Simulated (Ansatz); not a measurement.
Consider Cl₂GeH₂.

Input file:

```
crystal:
  periodic: [false, false, false]
  atoms:
    - { symbol: Ge, position_ang: [0.0, 0.0, 0.0] }
    - { symbol: Cl, position_ang: [0.0, 0.0, 2.22] }
    - { symbol: H, position_ang: [1.4616, 0.0, -0.5162] }
    - { symbol: Cl, position_ang: [-1.0456, 1.8115, -0.7393] }
    - { symbol: H, position_ang: [-0.73, -1.2648, -0.5162] }
basis:
  gaussian: { orbitals: def2-SVP }
hamiltonian:
  xc: pbe
  dispersion: d4
relax:
  f_tol: 0.02
  max_steps: 40
output:
  orbitals: {}
```

Run with:

```sh
ansatz run input.yaml --threads 1 --pin off --max-ram 2048MiB --backend cpu --events-out ev --progress --plain --runs-dir out
```

The fields are those of the run's last geometry, not of the input's.

Computed with RKS PBE-D4/def2-SVP in Ansatz 0.2.0.

> Predict the electron density and electron localisation function between the atoms.

Ge–Cl (2.17 Å): ρ is about 0.7 e/Å³ halfway; the ELF peaks at about 0.85 in the valence shell of Cl, 0.8 Å from its nucleus, and is about 0.65 at the midpoint.

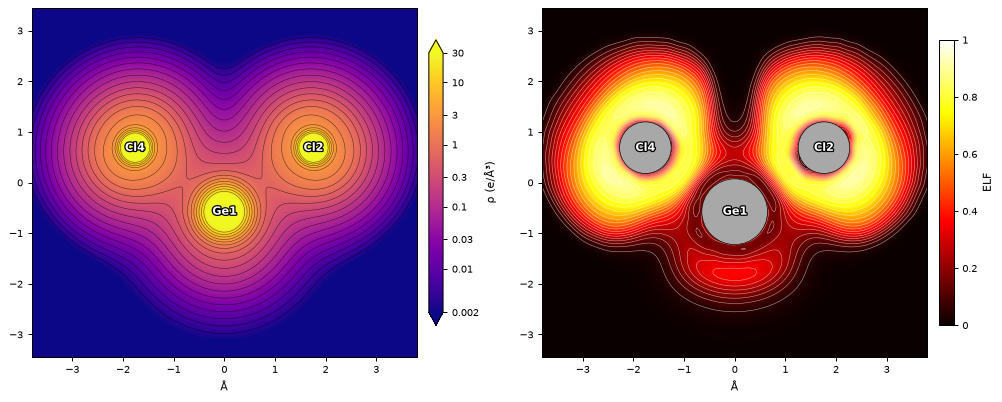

Computed electron density and electron localisation function on the plane of atoms Cl2, Ge1 and Cl4, in this order. Grey discs cover the atomic cores in the ELF map. 
